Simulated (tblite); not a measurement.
## Run report: C6H6F2, geometry relaxation

- system: C6H6F2
- method: GFN2-xTB geometry optimisation, gas phase (tblite 0.8.0)

It belongs to a series of runs on one base structure; here: constitutional isomer.

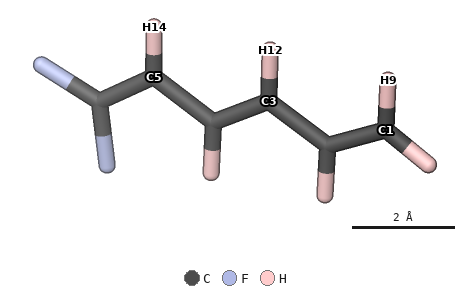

**Figure 1.** The input geometry (stick view, seen at a tilt; atoms are numbered from 1 in the order of the input). Bond lengths as drawn: C–C 1.32 to 1.47 Å, C–F 1.35 to 1.36 Å and C–H 1.07 to 1.11 Å.

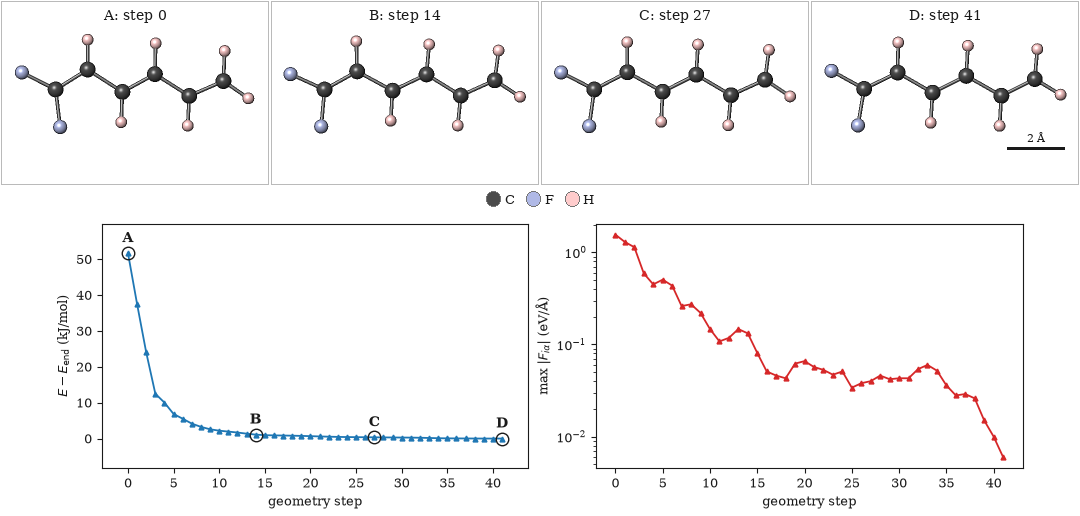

**Figure 2.** Frames of the relaxation (ball-and-stick view, seen on its broad side) above the curves, on which the letters mark them (steps are counted from 0).

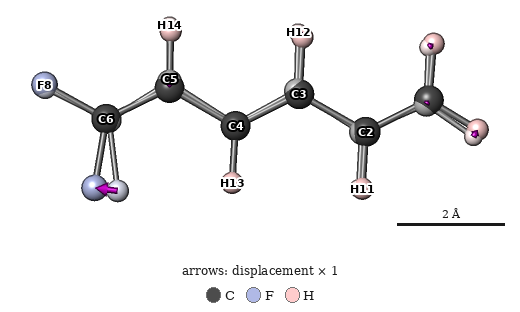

**Figure 3.** Start (faint) and end (solid) with the displacements as pink arrows, at true length (ball-and-stick view, seen on its broad side). The two geometries are laid on each other by the best rigid fit. F7 moves most after the best rigid fit: 0.44 Å. By element the largest moves are F 0.44 Å, H 0.16 Å, C 0.11 Å. Distances before and after: C4–C5 1.475 → 1.437 Å, C6–F7 1.357 → 1.329 Å, C3–H12 1.106 → 1.082 Å, C3–C4 1.320 → 1.343 Å. Among the angles that change: F7–C6–F8 123.9° → 109.6°, C5–C6–F7 115.2° → 125.8°, C4–C5–C6 115.0° → 123.6°. After 41 geometry steps the energy has fallen by 51.7 kJ/mol. The largest force component goes from 1.6 to 0.006 eV/Å. (Atoms are counted from 1 in the order of the input.)

These pictures come from the run below.

## Input file
```
{"job": {"kind": "relax", "xc": "GFN2-xTB", "basis": "xTB"}, "charge": 0, "multiplicity": 1}
C      1.084300     2.814100     0.117600
C      0.977800     1.512000    -0.116900
C     -0.029800     0.661200     0.487600
C     -0.039900    -0.623300     0.182100
C     -1.072000    -1.479000     0.796200
C     -1.016200    -2.776400     0.446200
F     -0.006000    -3.104000    -0.399100
F     -1.902300    -3.664300     0.937500
H      0.343400     3.236700     0.780100
H      1.860200     3.409600    -0.346600
H      1.713000     1.081500    -0.766500
H     -0.801200     1.079700     1.161400
H      0.715700    -1.050900    -0.476700
H     -1.827800    -1.097500     1.455000
```

The first line tells a small driver script what to run in tblite; the rest is the geometry in Å.

Run as:
```bash
OMP_NUM_THREADS=1 python <driver script> task.json out
```

## The program's output
```
step      E/eV     max force
  0    -687.79205    1.964
  1    -687.93920    1.728
  2    -688.07888    1.266
  3    -688.19823    0.679
  4    -688.22390    0.549
  5    -688.25675    0.512
  6    -688.27042    0.445
  7    -688.28459    0.388
  8    -688.29399    0.334
  9    -688.30095    0.230
 10    -688.30497    0.176
 11    -688.30761    0.153
 12    -688.31032    0.148
 13    -688.31358    0.154
 14    -688.31637    0.140
 15    -688.31793    0.084
 16    -688.31858    0.069
 17    -688.31896    0.062
 18    -688.31942    0.054
 19    -688.32002    0.074
 20    -688.32078    0.084
 21    -688.32159    0.081
 22    -688.32233    0.072
 23    -688.32294    0.057
 24    -688.32338    0.053
 25    -688.32369    0.048
 26    -688.32392    0.055
 27    -688.32416    0.046
 28    -688.32440    0.049
 29    -688.32461    0.043
 30    -688.32478    0.047
 31    -688.32500    0.049
 32    -688.32539    0.068
 33    -688.32603    0.081
 34    -688.32671    0.062
 35    -688.32711    0.037
 36    -688.32732    0.036
 37    -688.32746    0.037
 38    -688.32760    0.034
 39    -688.32770    0.023
 40    -688.32773    0.013
 41    -688.32774    0.007
```

## Trajectory as extended XYZ (Å, eV, eV/Å), 16 of the 42 frames kept, from step=0 to step=41
```
14
Properties=species:S:1:pos:R:3:forces:R:3 step=0 energy=-687.79205
C     1.0843    2.8141    0.1176   -0.2800   0.0550   0.1460
C     0.9778    1.5120   -0.1169   -0.1200   0.3410   0.3900
C    -0.0298    0.6612    0.4876    0.2750   1.4270  -0.1180
C    -0.0399   -0.6233    0.1821   -1.0920  -1.0930   0.7800
C    -1.0720   -1.4790    0.7962    1.1570  -0.6950  -1.1750
C    -1.0162   -2.7764    0.4462   -0.1100   1.5560   0.5270
F    -0.0060   -3.1040   -0.3991   -1.2110  -1.4290   0.5910
F    -1.9023   -3.6643    0.9375    1.0590  -0.2390  -0.8900
H     0.3434    3.2367    0.7801    0.2940   0.4970  -0.0910
H     1.8602    3.4096   -0.3466   -0.3360   0.0460   0.2700
H     1.7130    1.0815   -0.7665    0.0240  -0.5440  -0.1920
H    -0.8012    1.0797    1.1614    0.7190  -0.0800  -0.5240
H     0.7157   -1.0509   -0.4767   -0.4440   0.0980   0.3040
H    -1.8278   -1.0975    1.4550    0.0660   0.0590  -0.0170
14
Properties=species:S:1:pos:R:3:forces:R:3 step=3 energy=-688.19823
C     1.0701    2.8265    0.1258    0.0290   0.0100   0.0000
C     0.9894    1.5251   -0.1076    0.1480  -0.0200  -0.1720
C    -0.0165    0.6878    0.4673    0.1290   0.4220   0.0670
C    -0.0636   -0.6123    0.2163    0.2020  -0.1900  -0.2490
C    -1.0527   -1.4681    0.7756    0.0040   0.2200   0.0760
C    -1.0152   -2.7402    0.4599    0.1100  -0.4660  -0.1900
F    -0.0972   -3.2273   -0.3580    0.1890  -0.5910  -0.2760
F    -1.8251   -3.6864    0.8713   -0.3840  -0.5080   0.1720
H     0.3591    3.2854    0.7806   -0.0590   0.3320   0.1150
H     1.8361    3.4186   -0.3259    0.0980   0.3000  -0.0070
H     1.7022    1.0452   -0.7702   -0.0880  -0.0120   0.0780
H    -0.7557    1.0897    1.1316   -0.0970   0.4590   0.1570
H     0.6705   -1.0429   -0.4447    0.0140  -0.1680  -0.0450
H    -1.8019   -1.1016    1.4359   -0.2950   0.2130   0.2720
14
Properties=species:S:1:pos:R:3:forces:R:3 step=5 energy=-688.25675
C     1.0701    2.8336    0.1276    0.0780   0.1840   0.0020
C     0.9987    1.5298   -0.1138   -0.1230   0.3010   0.1160
C    -0.0087    0.7015    0.4653   -0.1530   0.1620   0.2130
C    -0.0587   -0.6040    0.2142   -0.1230  -0.2170  -0.0020
C    -1.0510   -1.4657    0.7750   -0.0840  -0.5050  -0.0180
C    -1.0114   -2.7547    0.4549   -0.1050  -0.2520   0.0120
F    -0.1057   -3.2859   -0.3649   -0.0310  -0.0730   0.0140
F    -1.8298   -3.7169    0.8671   -0.0720   0.1140   0.0770
H     0.3606    3.3132    0.7857    0.1210   0.0400  -0.0890
H     1.8358    3.4374   -0.3213    0.0110   0.1750   0.0310
H     1.6968    1.0364   -0.7680    0.1350  -0.0030  -0.0920
H    -0.7509    1.1190    1.1338    0.1350   0.2470  -0.0650
H     0.6646   -1.0528   -0.4431    0.1040  -0.1080  -0.0990
H    -1.8111   -1.0913    1.4454    0.1060  -0.0630  -0.0990
14
Properties=species:S:1:pos:R:3:forces:R:3 step=8 energy=-688.29399
C     1.0783    2.8557    0.1280    0.0350   0.0970  -0.0130
C     0.9978    1.5517   -0.1117   -0.0190  -0.2530  -0.0190
C    -0.0107    0.7081    0.4735    0.0280  -0.1260  -0.0820
C    -0.0670   -0.6087    0.2156    0.0110   0.0090   0.0160
C    -1.0520   -1.5001    0.7708    0.1090   0.0640  -0.0770
C    -1.0166   -2.7903    0.4506   -0.0410  -0.0010   0.0270
F    -0.1177   -3.3387   -0.3669   -0.0620   0.0180   0.0560
F    -1.8449   -3.7346    0.8737   -0.1260  -0.0030   0.0960
H     0.3724    3.3414    0.7826    0.0450   0.0340  -0.0240
H     1.8386    3.4716   -0.3158    0.0230   0.0580  -0.0050
H     1.6984    1.0378   -0.7679   -0.0750   0.2470   0.1110
H    -0.7373    1.1676    1.1326    0.0600  -0.0070  -0.0400
H     0.6645   -1.0656   -0.4462   -0.1080   0.1370   0.1050
H    -1.8045   -1.0965    1.4391    0.1210  -0.2730  -0.1490
14
Properties=species:S:1:pos:R:3:forces:R:3 step=11 energy=-688.30761
C     1.0829    2.8620    0.1257   -0.0310   0.0300   0.0250
C     0.9944    1.5541   -0.1079    0.0280   0.0410  -0.0010
C    -0.0110    0.7047    0.4721    0.0130   0.0990  -0.0040
C    -0.0695   -0.6112    0.2174    0.0530   0.0370  -0.0200
C    -1.0433   -1.5126    0.7616   -0.0060   0.0000  -0.0050
C    -1.0232   -2.8045    0.4519    0.0110   0.0050  -0.0050
F    -0.1274   -3.3565   -0.3627   -0.0260  -0.1080  -0.0030
F    -1.8619   -3.7373    0.8857   -0.0380   0.0600   0.0410
H     0.3810    3.3545    0.7790    0.0040   0.0270   0.0040
H     1.8417    3.4877   -0.3146   -0.0250  -0.0920  -0.0020
H     1.6975    1.0588   -0.7623    0.0730   0.0470  -0.0460
H    -0.7267    1.1827    1.1278   -0.0340  -0.0790   0.0140
H     0.6592   -1.0592   -0.4415    0.0810   0.0280  -0.0600
H    -1.7943   -1.1237    1.4257   -0.1030  -0.0940   0.0620
14
Properties=species:S:1:pos:R:3:forces:R:3 step=14 energy=-688.31637
C     1.0807    2.8691    0.1279    0.0020   0.0690   0.0270
C     0.9978    1.5621   -0.1061   -0.0060   0.0690  -0.0170
C    -0.0079    0.7123    0.4678   -0.0120  -0.0890   0.0360
C    -0.0627   -0.6051    0.2161   -0.0540  -0.0660  -0.0100
C    -1.0361   -1.5170    0.7536   -0.0400  -0.0820   0.0280
C    -1.0254   -2.8128    0.4518    0.0310   0.0200  -0.0190
F    -0.1418   -3.3906   -0.3586   -0.0430  -0.0590   0.0200
F    -1.8804   -3.7280    0.9014    0.0470   0.1320  -0.0080
H     0.3862    3.3708    0.7789   -0.0540   0.0160   0.0410
H     1.8417    3.4848   -0.3154    0.0470   0.0040  -0.0340
H     1.7082    1.0847   -0.7647    0.0510  -0.0370  -0.0390
H    -0.7254    1.1790    1.1270   -0.0540  -0.0080   0.0300
H     0.6671   -1.0469   -0.4462    0.0690  -0.0090  -0.0470
H    -1.8027   -1.1627    1.4243    0.0160   0.0400  -0.0070
14
Properties=species:S:1:pos:R:3:forces:R:3 step=16 energy=-688.31858
C     1.0802    2.8745    0.1299    0.0030  -0.0040   0.0030
C     0.9984    1.5671   -0.1066   -0.0300  -0.0120   0.0040
C    -0.0072    0.7112    0.4684    0.0080  -0.0390   0.0080
C    -0.0626   -0.6067    0.2146    0.0020  -0.0160  -0.0230
C    -1.0354   -1.5210    0.7525    0.0290   0.0220  -0.0080
C    -1.0243   -2.8154    0.4504    0.0130   0.0030  -0.0090
F    -0.1479   -3.4052   -0.3569   -0.0060  -0.0330  -0.0030
F    -1.8845   -3.7200    0.9060   -0.0170   0.0350   0.0200
H     0.3850    3.3771    0.7811   -0.0220   0.0020   0.0150
H     1.8441    3.4849   -0.3172    0.0200   0.0220  -0.0100
H     1.7132    1.0907   -0.7667   -0.0290   0.0070   0.0280
H    -0.7273    1.1780    1.1280   -0.0040  -0.0360  -0.0090
H     0.6723   -1.0440   -0.4495   -0.0070  -0.0020   0.0080
H    -1.8046   -1.1716    1.4239    0.0410   0.0510  -0.0220
14
Properties=species:S:1:pos:R:3:forces:R:3 step=19 energy=-688.32002
C     1.0797    2.8768    0.1316   -0.0170  -0.0070   0.0010
C     0.9945    1.5688   -0.1056    0.0140   0.0100   0.0220
C    -0.0060    0.7068    0.4698   -0.0030   0.0620  -0.0200
C    -0.0613   -0.6094    0.2102    0.0560   0.0330  -0.0070
C    -1.0311   -1.5210    0.7506    0.0220   0.0010  -0.0290
C    -1.0222   -2.8152    0.4489   -0.0250  -0.0140   0.0170
F    -0.1518   -3.4160   -0.3564   -0.0080   0.0000   0.0050
F    -1.8885   -3.7097    0.9112   -0.0350  -0.0220   0.0230
H     0.3818    3.3790    0.7835    0.0340  -0.0100  -0.0270
H     1.8465    3.4861   -0.3186   -0.0580  -0.0240   0.0390
H     1.7114    1.0937   -0.7640   -0.0240   0.0010   0.0120
H    -0.7297    1.1701    1.1276   -0.0040  -0.0300   0.0060
H     0.6753   -1.0439   -0.4514    0.0180  -0.0270  -0.0270
H    -1.7991   -1.1666    1.4204    0.0300   0.0300  -0.0150
14
Properties=species:S:1:pos:R:3:forces:R:3 step=22 energy=-688.32233
C     1.0758    2.8812    0.1354   -0.0200   0.0090   0.0090
C     0.9899    1.5742   -0.1004    0.0330   0.0030  -0.0010
C    -0.0043    0.7055    0.4683   -0.0260  -0.0150  -0.0170
C    -0.0496   -0.6097    0.2010    0.0280  -0.0240   0.0030
C    -1.0184   -1.5211    0.7410   -0.0080  -0.0230  -0.0140
C    -1.0229   -2.8181    0.4490   -0.0400   0.0070   0.0310
F    -0.1639   -3.4413   -0.3527   -0.0380   0.0350   0.0380
F    -1.9034   -3.6926    0.9262    0.0040  -0.0240  -0.0060
H     0.3803    3.3845    0.7853   -0.0160   0.0250   0.0200
H     1.8428    3.4866   -0.3156   -0.0190   0.0150   0.0170
H     1.7058    1.1018   -0.7578    0.0430  -0.0330  -0.0450
H    -0.7351    1.1513    1.1283   -0.0160   0.0210   0.0260
H     0.6850   -1.0463   -0.4600    0.0530   0.0010  -0.0480
H    -1.7828   -1.1564    1.4099    0.0200   0.0030  -0.0120
14
Properties=species:S:1:pos:R:3:forces:R:3 step=25 energy=-688.32369
C     1.0716    2.8836    0.1383   -0.0020  -0.0110   0.0060
C     0.9906    1.5761   -0.0980   -0.0090  -0.0170  -0.0190
C    -0.0052    0.7036    0.4655    0.0290  -0.0330  -0.0030
C    -0.0398   -0.6124    0.1957   -0.0100  -0.0200  -0.0170
C    -1.0122   -1.5218    0.7346   -0.0050   0.0150   0.0150
C    -1.0278   -2.8199    0.4523   -0.0080   0.0010   0.0040
F    -0.1736   -3.4505   -0.3471   -0.0050  -0.0030   0.0030
F    -1.9118   -3.6879    0.9338   -0.0080  -0.0120   0.0040
H     0.3778    3.3896    0.7882   -0.0230  -0.0060   0.0150
H     1.8382    3.4894   -0.3115    0.0010   0.0270   0.0050
H     1.7063    1.1028   -0.7584    0.0090   0.0160   0.0030
H    -0.7384    1.1433    1.1303    0.0340  -0.0070  -0.0330
H     0.6953   -1.0473   -0.4691    0.0080   0.0340   0.0060
H    -1.7718   -1.1490    1.4033   -0.0110   0.0140   0.0100
14
Properties=species:S:1:pos:R:3:forces:R:3 step=27 energy=-688.32416
C     1.0697    2.8836    0.1399   -0.0010  -0.0030   0.0030
C     0.9904    1.5757   -0.0986    0.0030   0.0130  -0.0080
C    -0.0035    0.7001    0.4642    0.0320   0.0160  -0.0080
C    -0.0371   -0.6153    0.1925   -0.0070   0.0110  -0.0050
C    -1.0108   -1.5214    0.7337   -0.0080  -0.0060   0.0110
C    -1.0305   -2.8199    0.4541   -0.0010  -0.0100  -0.0020
F    -0.1775   -3.4527   -0.3446    0.0040  -0.0110  -0.0060
F    -1.9151   -3.6868    0.9367   -0.0100   0.0000   0.0070
H     0.3749    3.3904    0.7906    0.0060  -0.0400  -0.0140
H     1.8364    3.4922   -0.3095   -0.0310  -0.0040   0.0220
H     1.7078    1.1039   -0.7590   -0.0010   0.0270   0.0100
H    -0.7372    1.1397    1.1286    0.0320  -0.0130  -0.0300
H     0.7004   -1.0450   -0.4725   -0.0030   0.0010   0.0060
H    -1.7687   -1.1450    1.4018   -0.0150   0.0180   0.0140
14
Properties=species:S:1:pos:R:3:forces:R:3 step=30 energy=-688.32478
C     1.0667    2.8840    0.1426   -0.0040   0.0040  -0.0010
C     0.9912    1.5770   -0.1002    0.0230   0.0040   0.0010
C     0.0023    0.6967    0.4609   -0.0090   0.0100  -0.0100
C    -0.0336   -0.6181    0.1877    0.0040   0.0040   0.0100
C    -1.0091   -1.5216    0.7327    0.0020  -0.0020  -0.0070
C    -1.0342   -2.8212    0.4565    0.0040   0.0050   0.0010
F    -0.1837   -3.4593   -0.3412   -0.0050  -0.0030   0.0020
F    -1.9214   -3.6843    0.9422    0.0010   0.0170   0.0030
H     0.3706    3.3876    0.7929   -0.0200  -0.0310   0.0090
H     1.8305    3.4964   -0.3042   -0.0060   0.0080   0.0050
H     1.7108    1.1096   -0.7593    0.0270   0.0120  -0.0220
H    -0.7324    1.1334    1.1235   -0.0070   0.0160   0.0130
H     0.7069   -1.0424   -0.4767   -0.0190  -0.0430   0.0010
H    -1.7652   -1.1382    1.4004    0.0090  -0.0030  -0.0070
14
Properties=species:S:1:pos:R:3:forces:R:3 step=33 energy=-688.32603
C     1.0601    2.8848    0.1471   -0.0010  -0.0180   0.0020
C     0.9998    1.5795   -0.1041   -0.0090  -0.0520  -0.0170
C     0.0123    0.6942    0.4516   -0.0170  -0.0500   0.0090
C    -0.0269   -0.6216    0.1819    0.0130  -0.0290  -0.0110
C    -1.0065   -1.5214    0.7305    0.0240   0.0540  -0.0100
C    -1.0402   -2.8225    0.4611    0.0090   0.0330  -0.0010
F    -0.1954   -3.4708   -0.3350   -0.0110   0.0100   0.0110
F    -1.9325   -3.6773    0.9523    0.0050   0.0230   0.0020
H     0.3567    3.3703    0.7996   -0.0600   0.0230   0.0500
H     1.8166    3.5080   -0.2916    0.0470   0.0590  -0.0230
H     1.7241    1.1245   -0.7661    0.0240  -0.0130  -0.0180
H    -0.7223    1.1286    1.1157   -0.0120   0.0310   0.0140
H     0.7116   -1.0509   -0.4826   -0.0290  -0.0320   0.0130
H    -1.7582   -1.1259    1.3975    0.0170  -0.0380  -0.0210
14
Properties=species:S:1:pos:R:3:forces:R:3 step=36 energy=-688.32732
C     1.0522    2.8841    0.1529   -0.0010  -0.0020   0.0070
C     1.0083    1.5794   -0.1097   -0.0130   0.0040  -0.0110
C     0.0227    0.6879    0.4421    0.0180  -0.0010   0.0050
C    -0.0178   -0.6278    0.1739    0.0090   0.0020  -0.0110
C    -1.0014   -1.5175    0.7269    0.0030   0.0050   0.0010
C    -1.0459   -2.8197    0.4662    0.0020   0.0090  -0.0040
F    -0.2091   -3.4810   -0.3270    0.0040   0.0080   0.0000
F    -1.9443   -3.6640    0.9646   -0.0010   0.0220   0.0070
H     0.3364    3.3501    0.8103    0.0110   0.0120  -0.0070
H     1.8027    3.5242   -0.2781   -0.0200   0.0070   0.0180
H     1.7406    1.1396   -0.7747   -0.0190  -0.0280   0.0130
H    -0.7122    1.1230    1.1077    0.0150   0.0060  -0.0150
H     0.7154   -1.0652   -0.4893    0.0080  -0.0210  -0.0100
H    -1.7483   -1.1136    1.3923   -0.0160  -0.0230   0.0070
14
Properties=species:S:1:pos:R:3:forces:R:3 step=38 energy=-688.32760
C     1.0514    2.8838    0.1540   -0.0040   0.0090   0.0000
C     1.0076    1.5793   -0.1109    0.0100   0.0230   0.0070
C     0.0245    0.6866    0.4419    0.0080   0.0180  -0.0100
C    -0.0158   -0.6286    0.1720    0.0000   0.0080   0.0040
C    -1.0000   -1.5162    0.7261   -0.0080  -0.0180   0.0040
C    -1.0459   -2.8182    0.4662    0.0000  -0.0060  -0.0020
F    -0.2104   -3.4817   -0.3261    0.0070   0.0020  -0.0050
F    -1.9456   -3.6598    0.9666   -0.0040   0.0120   0.0050
H     0.3349    3.3503    0.8112    0.0190  -0.0050  -0.0150
H     1.8008    3.5265   -0.2761   -0.0260  -0.0100   0.0190
H     1.7404    1.1384   -0.7744   -0.0130  -0.0160   0.0040
H    -0.7110    1.1226    1.1063    0.0130  -0.0060  -0.0090
H     0.7162   -1.0684   -0.4907    0.0090  -0.0090  -0.0090
H    -1.7480   -1.1150    1.3917   -0.0120  -0.0020   0.0090
14
Properties=species:S:1:pos:R:3:forces:R:3 step=41 energy=-688.32774
C     1.0495    2.8841    0.1554    0.0000   0.0020  -0.0030
C     1.0097    1.5803   -0.1122    0.0050  -0.0020   0.0040
C     0.0280    0.6858    0.4391   -0.0030  -0.0010  -0.0050
C    -0.0135   -0.6297    0.1702   -0.0010  -0.0020   0.0020
C    -0.9991   -1.5157    0.7257    0.0000   0.0000   0.0010
C    -1.0471   -2.8178    0.4671    0.0010  -0.0010   0.0000
F    -0.2128   -3.4838   -0.3246    0.0010   0.0000  -0.0010
F    -1.9486   -3.6560    0.9697   -0.0020   0.0020   0.0010
H     0.3318    3.3468    0.8128   -0.0020   0.0010   0.0020
H     1.7959    3.5305   -0.2715    0.0030   0.0060  -0.0010
H     1.7424    1.1395   -0.7756   -0.0010  -0.0040  -0.0030
H    -0.7072    1.1217    1.1033    0.0000  -0.0040   0.0010
H     0.7176   -1.0723   -0.4928   -0.0020   0.0030   0.0030
H    -1.7473   -1.1139    1.3914    0.0010  -0.0010   0.0000
```

## Results in brief

- outcome: converged
- total energy: −688.3277 eV
- hardware: 1 CPU thread, shared host
- peak memory: 0.18 GiB
